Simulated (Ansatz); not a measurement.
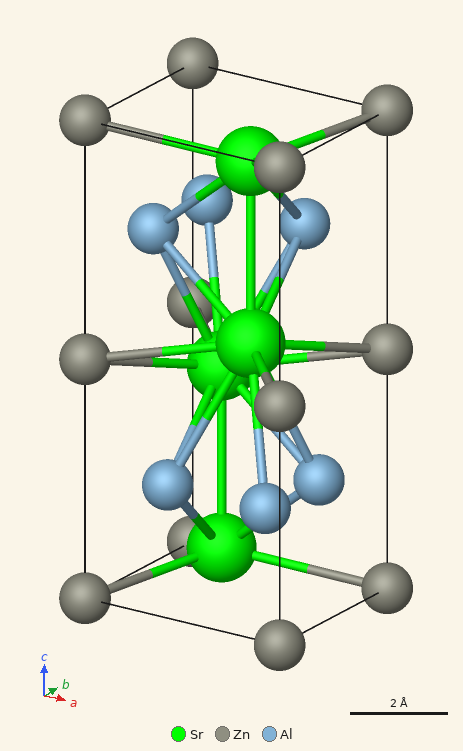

The image is a ball-and-stick drawing of a crystal, viewed slightly off an axis. The lines enclose the simulation cell; boundary atoms appear with their images.

```xyz
12
Lattice="6.3689 0.0000 0.0000 -3.1844 5.5156 0.0000 0.0000 0.0000 10.1384" Properties=species:S:1:pos:R:3 pbc="T T T"
Sr   -0.0003    3.6773    0.6045
Sr    3.1841    1.8384    5.6736
Sr   -0.0003    3.6773    4.4647
Sr    3.1844    1.8389    9.5339
Zn    0.0000    0.0000    0.0000
Zn    0.0000    0.0000    5.0692
Al    3.1844    3.6800    2.5346
Al   -1.5948    4.5978    7.6038
Al    1.5897    0.9178    2.5346
Al    0.0000    1.8356    7.6038
Al    4.7792    0.9178    2.5346
Al    1.5948    4.5978    7.6038
```

Results below were computed with DFT, PAW plane waves, PBE (Ansatz); the settings were plane waves to 420 eV, 6×6×4 k-points, Fermi-Dirac smearing of 0.018 eV, no spin polarisation.

Question: List the Bader charges.

Answer: Sr +1.23 e; Al -0.61 e; Zn -0.63 e.

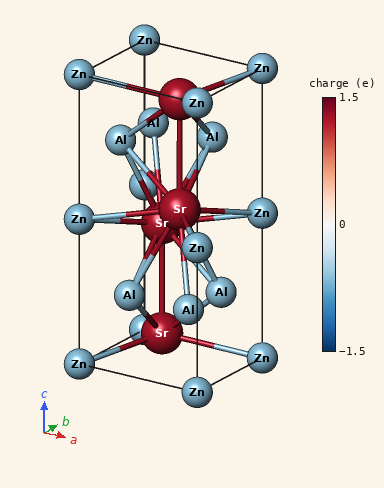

The atoms coloured by those charges.

This is a generated cell, made by putting these elements into a known structure type (the compound may or may not exist in this form), not relaxed. It was run through Ansatz as a DFT input.

At this level of theory the cell isn't at rest (stretched, at -6 GPa), so its distances can differ from those at equilibrium, the more so the softer the solid.
